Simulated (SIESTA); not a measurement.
Band structure of CdAu (P-6m2, 2 atoms in the cell).

```xyz
2
Lattice="3.0903 0.0000 0.0000 -1.5452 2.6763 0.0000 0.0000 0.0000 4.6013" Properties=species:S:1:pos:R:3 pbc="T T T"
Cd     0.0000     0.0000     0.0000
Au     0.0000     1.7842     2.3006
```

Level of theory: GGA PBEsol, numerical atomic orbitals DZP, PseudoDojo PBEsol standard norm-conserving potentials (rewritten from UPF to PSML) in SIESTA.

Settings: XC.functional = GGA; XC.authors = PBEsol; potentials = PseudoDojo PBEsol standard; PAO.BasisSize = DZP; PAO.EnergyShift = 0.005 Ry; MeshCutoff = 300 Ry; kgrid.MonkhorstPack = 8 8 5; OccupationFunction = FD; ElectronicTemperature = 100 meV; MaxSCFIterations = 150; SCF.Mixer.Method = Pulay; SCF.Mixer.Weight = 0.25; SCF.Mixer.History = 8; SCF.DM.Tolerance = 1.0E-04.

The starting cell comes from a database of computed structures (which also holds hypothetical and non-ambient phases and stackings), without a prior relaxation at this level. Spin-orbit coupling is off. Values carry the incompleteness of an atom-centred basis.

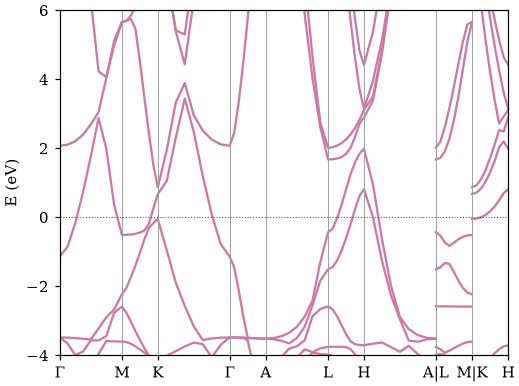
Figure: Bands along the path, energies from the Fermi level.

Levels in eV from the Fermi level, bands 17 to 22:
| point | 17 | 18 | 19 | 20 | 21 | 22 |
|---|---|---|---|---|---|---|
| Γ | -4.37 | -3.49 | -3.49 | -1.14 | 2.07 | 16.45 |
| M | -3.61 | -2.59 | -2.24 | -0.52 | 5.64 | 5.66 |
| K | -4.33 | -4.09 | -0.06 | 0.67 | 0.86 | 8.22 |
| A | -4.27 | -4.27 | -3.52 | -3.52 | 11.89 | 13.25 |
| L | -3.76 | -2.59 | -1.51 | -0.44 | 1.67 | 2.01 |
| H | -4.23 | -3.72 | 0.81 | 1.98 | 2.89 | 3.11 |

Bands cross the Fermi level along this path, so the cell is metallic at this level.

Higher empty bands are left out: an atom-centred basis made for the valence describes them poorly.
